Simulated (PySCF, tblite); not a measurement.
# C₂H₈O₂Si₃: a rotation path, then NMR shifts on frames

Aim: move C₂H₈O₂Si₃ (`C#C[SiH2]O[SiH2]O[SiH3]`) away from its starting geometry and see how NMR shifts follow the geometry.

Computed with tblite 0.8.0 and PySCF 2.14.0, with density-fitted response routines of our own, on a single molecule in the gas phase. Atoms count from 0, in the outputs and in this text.

**1. The molecule as given**

15 atoms, charge 0, multiplicity 1; geometry from: GFN2-xTB.

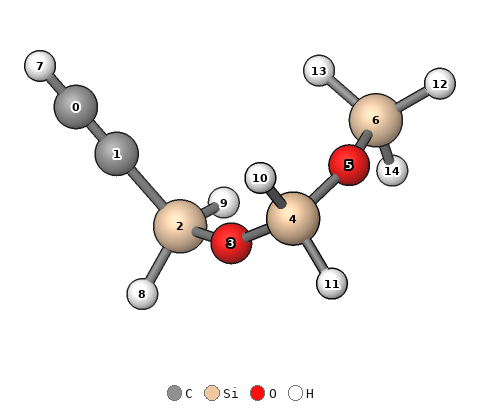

As it starts; carbon grey, silicon light orange, oxygen red, hydrogen white, atoms numbered; sticks join atoms by distance.

**2. The rotation path with GFN2-xTB**

What the job is given:

```
{"job": {"kind": "neb", "xc": "GFN2-xTB", "basis": "xTB", "atoms": [1, 2, 3, 4], "turn": 120}, "charge": 0, "multiplicity": 1}
C     -3.170041     0.998960     1.089226
C     -2.480625     0.635726     0.173334
Si    -1.406755     0.048525    -1.219823
O     -0.482713    -1.180433    -0.695081
Si     0.701823    -1.734044     0.253805
O      1.826111    -0.594761     0.481857
Si     2.394520     0.904501     0.256464
H     -3.774836     1.317028     1.890174
H     -2.210000    -0.568210    -2.274746
H     -0.555222     1.156028    -1.662372
H      0.149884    -2.037994     1.565039
H      1.325138    -2.812902    -0.495098
H      3.638611     0.905858     1.021668
H      1.412597     1.861545     0.768254
H      2.627095     1.108163    -1.174614
```

With the program's defaults for keys left out, this is: GFN2-xTB climbing-image nudged elastic band, gas phase.

The run is started by

```sh
$ OMP_NUM_THREADS=1 python probes_run.py task.json out
```

This one command runs all jobs of the session in turn.

The program printed:

```text
image   E - E0 / eV
  0       0.0000
  1      -0.0063
  2      -0.0100
  3      -0.0027
  4       0.0112
  5       0.0127
  6       0.0088
  7       0.0091
  8      -0.0092
```

Wall time 28 s (1 thread, shared host).

The final band, with the dihedral C1–Si2–O3–Si4:

| image | dihedral (°) | energy (eV) | energy (kcal/mol) |
| --- | --- | --- | --- |
| 0 | -66 | 0.000 | 0.0 |
| 1 | -54 | -0.006 | -0.1 |
| 2 | -41 | -0.010 | -0.2 |
| 3 | -27 | -0.003 | -0.1 |
| 4 | -12 | 0.011 | 0.3 |
| 5 | 5 | 0.013 | 0.3 |
| 6 | 22 | 0.009 | 0.2 |
| 7 | 40 | 0.009 | 0.2 |
| 8 | 47 | -0.009 | -0.2 |

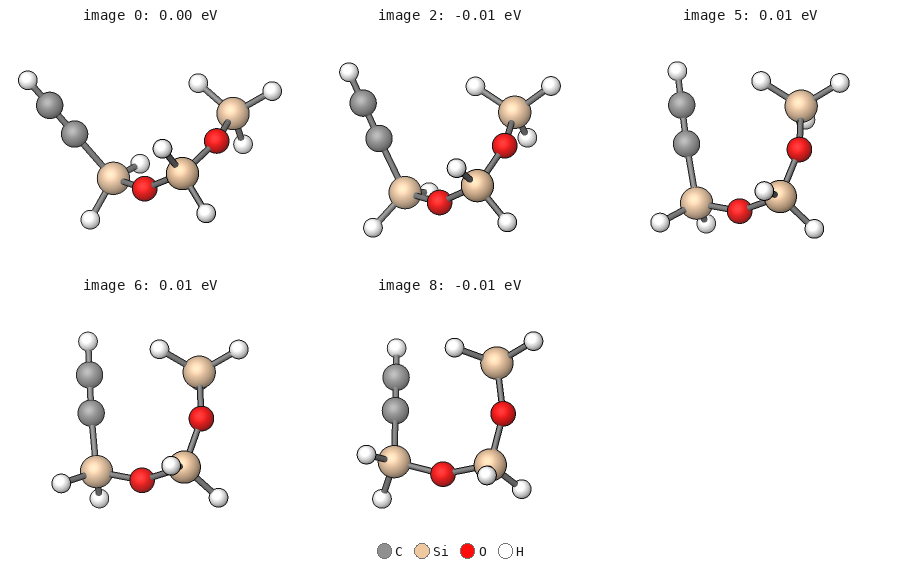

Images along the band.

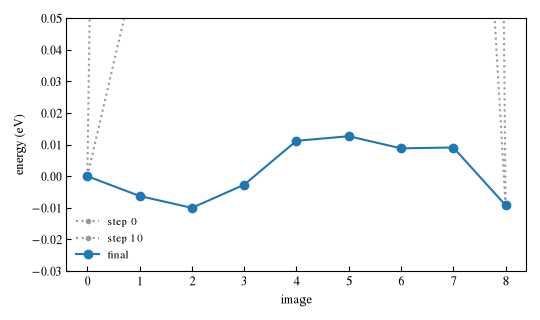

Energy along the band, early and final.

**3. Shielding tensors: image 0, PBE0/pcSseg-1**

What the job is given:

```
{"job": {"kind": "nmr", "xc": "PBE0", "basis": "pcSseg-1", "pop": false}, "charge": 0, "multiplicity": 1}
C     -3.170000     0.999000     1.089200
C     -2.480600     0.635700     0.173300
Si    -1.406800     0.048500    -1.219800
O     -0.482700    -1.180400    -0.695100
Si     0.701800    -1.734000     0.253800
O      1.826100    -0.594800     0.481900
Si     2.394500     0.904500     0.256500
H     -3.774800     1.317000     1.890200
H     -2.210000    -0.568200    -2.274700
H     -0.555200     1.156000    -1.662400
H      0.149900    -2.038000     1.565000
H      1.325100    -2.812900    -0.495100
H      3.638600     0.905900     1.021700
H      1.412600     1.861500     0.768300
H      2.627100     1.108200    -1.174600
```

Method: GIAO PBE0/pcSseg-1 NMR shielding, non-relativistic, gas phase.

The program printed:

```text
coarse grid: 14176 points
cycle   1  E = -1099.0922123270  dE =  7.977e-01  |g| = 1.059e+00  |ddm| = 3.690e+00
cycle   2  E = -1098.7992394196  dE =  2.930e-01  |g| = 1.630e+00  |ddm| = 2.058e+00
cycle   3  E = -1099.2872988889  dE = -4.881e-01  |g| = 1.267e-01  |ddm| = 1.420e+00
cycle   4  E = -1099.2901639193  dE = -2.865e-03  |g| = 5.949e-02  |ddm| = 1.594e-01
cycle   5  E = -1099.2907480756  dE = -5.842e-04  |g| = 3.810e-02  |ddm| = 6.435e-02
cycle   6  E = -1099.2911081356  dE = -3.601e-04  |g| = 3.579e-03  |ddm| = 2.588e-02
cycle   7  E = -1099.2911113706  dE = -3.235e-06  |g| = 8.462e-04  |ddm| = 4.433e-03
final grid: 123592 points
cycle   8  E = -1099.3526007095  dE = -1.262e-05  |g| = 9.832e-03  |ddm| = 2.307e-02
cycle   9  E = -1099.3525800654  dE =  2.064e-05  |g| = 1.467e-02  |ddm| = 1.636e-02
cycle  10  E = -1099.3526174161  dE = -3.735e-05  |g| = 7.554e-04  |ddm| = 9.962e-03
cycle  11  E = -1099.3526175413  dE = -1.252e-07  |g| = 1.674e-04  |ddm| = 8.401e-04
cycle  12  E = -1099.3526175465  dE = -5.204e-09  |g| = 8.182e-05  |ddm| = 1.895e-04
cycle  13  E = -1099.3526175477  dE = -1.205e-09  |g| = 2.749e-05  |ddm| = 6.752e-05
cycle  14  E = -1099.3526175479  dE = -1.462e-10  |g| = 1.181e-05  |ddm| = 2.418e-05
converged SCF energy = -1099.3526175479

GIAO shielding tensors (ppm)
atom      isotropic    diamagn.    paramagn.     s11        s22        s33       span
  0 C       83.779     261.457    -177.678     -0.120      5.154    246.303    246.423
  1 C       98.114     261.528    -163.414     -1.302      6.908    288.736    290.038
  2 Si     404.939     880.208    -475.269    369.722    391.351    453.742     84.020
  3 O      273.280     401.604    -128.324    234.476    266.629    318.736     84.260
  4 Si     394.178     880.961    -486.783    389.045    394.327    399.162     10.117
  5 O      294.084     401.384    -107.300    238.672    278.100    365.480    126.809
  6 Si     392.421     880.144    -487.724    357.901    361.208    458.152    100.251
  7 H       29.651      33.572      -3.920     24.711     24.887     39.356     14.644
  8 H       26.477      27.554      -1.077     22.778     24.831     31.822      9.044
  9 H       26.356      31.214      -4.858     23.133     25.520     30.415      7.282
 10 H       26.697      30.778      -4.081     23.332     24.769     31.990      8.657
 11 H       26.832      28.929      -2.097     22.976     24.703     32.817      9.841
 12 H       26.535      28.602      -2.067     22.972     24.752     31.882      8.909
 13 H       26.411      31.777      -5.367     22.900     25.852     30.480      7.580
 14 H       26.478      30.249      -3.771     23.500     24.910     31.022      7.522
```

Wall time 64 s (1 thread, shared host).

Shifts follow as δ = σ(reference) − σ, with reference shieldings (ppm) from runs at the same level and on the same kind of geometry: 1H TMS 31.72, 13C TMS 186.9, 29Si TMS 349.2, 17O H2O 336.1. The references are single molecules in the gas phase, so shifts against H2O, NH3, PH3, H3PO4 or CFCl3 are not on the usual liquid scales and can be off by tens of ppm. Each atom is listed at this fixed geometry, with no averaging over motion; a spectrum would average atoms that exchange fast.

| atoms | environment | σ (ppm) | δ (ppm) |
| --- | --- | --- | --- |
| C0 | terminal alkyne carbon | 83.8 | 103.1 |
| C1 | alkyne carbon | 98.1 | 88.8 |
| H9 | hydrogen on a silicon bonded to C, O | 26.36 | 5.36 |
| H13 | hydrogen on a silicon bonded to O | 26.41 | 5.31 |
| H8 | hydrogen on a silicon bonded to C, O | 26.48 | 5.24 |
| H14 | hydrogen on a silicon bonded to O | 26.48 | 5.24 |
| H12 | hydrogen on a silicon bonded to O | 26.54 | 5.18 |
| H10 | hydrogen on a silicon bonded to 2 O | 26.70 | 5.02 |
| H11 | hydrogen on a silicon bonded to 2 O | 26.83 | 4.88 |
| H7 | hydrogen on a terminal alkyne carbon | 29.65 | 2.07 |
| Si6 | silicon bonded to O, 3 H | 392.4 | -43.3 |
| Si4 | silicon bonded to 2 O, 2 H | 394.2 | -45.0 |
| Si2 | silicon bonded to C, O, 2 H | 404.9 | -55.8 |
| O3 | oxygen bonded to 2 Si | 273.3 | 62.8 |
| O5 | oxygen bonded to 2 Si | 294.1 | 42.0 |

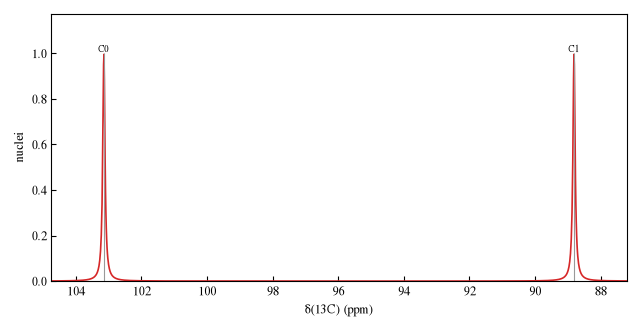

13C lines at the computed shifts, without couplings. Lines are broadened to a width of 0.08 ppm (Lorentzian).

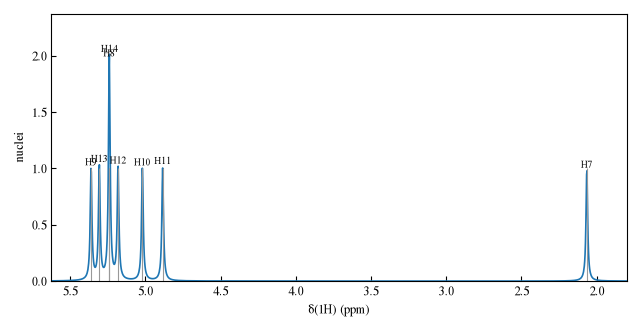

1H lines at the computed shifts, without couplings. Lines are broadened to a width of 0.01 ppm (Lorentzian).

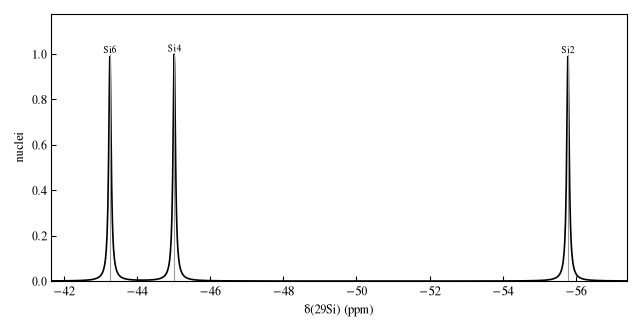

29Si lines at the computed shifts, without couplings. Lines are broadened to a width of 0.08 ppm (Lorentzian).

**4. Nuclear shieldings: image 2, PBE0/pcSseg-1**

What the job is given:

```
{"job": {"kind": "nmr", "xc": "PBE0", "basis": "pcSseg-1", "pop": false}, "charge": 0, "multiplicity": 1}
C     -2.530600     1.316000     1.096300
C     -2.131900     0.749800     0.113400
Si    -1.469700    -0.155600    -1.362900
O     -0.447700    -1.322900    -0.880700
Si     0.742200    -1.821600     0.091900
O      1.672200    -0.580900     0.548100
Si     2.063000     0.990600     0.520500
H     -2.886100     1.814700     1.952700
H     -2.535700    -0.898800    -2.033600
H     -0.736900     0.784200    -2.215000
H      0.145900    -2.355100     1.306600
H      1.560800    -2.707500    -0.720000
H      3.230400     1.055300     1.396700
H      0.931000     1.770300     1.019400
H      2.388900     1.369600    -0.855400
```

Level: GIAO PBE0/pcSseg-1 NMR shielding, non-relativistic, gas phase.

The program printed:

```text
coarse grid: 14176 points
cycle   1  E = -1099.0926373113  dE =  7.988e-01  |g| = 1.059e+00  |ddm| = 3.689e+00
cycle   2  E = -1098.8027241771  dE =  2.899e-01  |g| = 1.625e+00  |ddm| = 2.041e+00
cycle   3  E = -1099.2873271143  dE = -4.846e-01  |g| = 1.261e-01  |ddm| = 1.406e+00
cycle   4  E = -1099.2901577877  dE = -2.831e-03  |g| = 5.955e-02  |ddm| = 1.578e-01
cycle   5  E = -1099.2907450128  dE = -5.872e-04  |g| = 3.804e-02  |ddm| = 6.425e-02
cycle   6  E = -1099.2911041175  dE = -3.591e-04  |g| = 3.549e-03  |ddm| = 2.582e-02
cycle   7  E = -1099.2911073271  dE = -3.210e-06  |g| = 7.633e-04  |ddm| = 4.484e-03
final grid: 123592 points
cycle   8  E = -1099.3522792996  dE = -1.126e-05  |g| = 9.737e-03  |ddm| = 2.364e-02
cycle   9  E = -1099.3522588526  dE =  2.045e-05  |g| = 1.456e-02  |ddm| = 1.623e-02
cycle  10  E = -1099.3522956978  dE = -3.685e-05  |g| = 7.250e-04  |ddm| = 9.862e-03
cycle  11  E = -1099.3522958119  dE = -1.142e-07  |g| = 1.585e-04  |ddm| = 7.969e-04
cycle  12  E = -1099.3522958169  dE = -5.021e-09  |g| = 6.281e-05  |ddm| = 1.704e-04
cycle  13  E = -1099.3522958175  dE = -6.089e-10  |g| = 1.869e-05  |ddm| = 5.278e-05
converged SCF energy = -1099.3522958175

GIAO shielding tensors (ppm)
atom      isotropic    diamagn.    paramagn.     s11        s22        s33       span
  0 C       82.952     261.539    -178.588     -0.608      4.947    244.516    245.125
  1 C       97.318     263.352    -166.033     -2.381      6.597    287.739    290.119
  2 Si     405.064     880.191    -475.127    367.743    393.225    454.225     86.483
  3 O      273.614     401.878    -128.264    235.091    263.635    322.116     87.024
  4 Si     394.001     881.175    -487.174    388.960    394.244    398.799      9.839
  5 O      294.587     401.639    -107.052    240.044    278.712    365.006    124.962
  6 Si     392.972     880.725    -487.754    357.127    360.822    460.966    103.839
  7 H       29.603      33.756      -4.153     24.634     25.016     39.158     14.523
  8 H       26.492      27.310      -0.818     22.808     24.768     31.900      9.092
  9 H       26.407      30.363      -3.956     23.506     24.781     30.934      7.428
 10 H       26.726      30.642      -3.916     23.432     24.576     32.169      8.737
 11 H       26.829      28.970      -2.141     22.986     24.666     32.835      9.849
 12 H       26.540      29.065      -2.525     22.966     24.754     31.901      8.934
 13 H       26.228      32.642      -6.414     22.315     26.377     29.991      7.676
 14 H       26.477      30.768      -4.291     23.582     24.793     31.056      7.474
```

It took 59 s on 1 thread, shared host.

Key values: δ C0 104.0, C1 89.6, Si6 -43.8, Si4 -44.8, H13 5.49, H9 5.31 ppm.

(Part 1 of 2 ends here.)
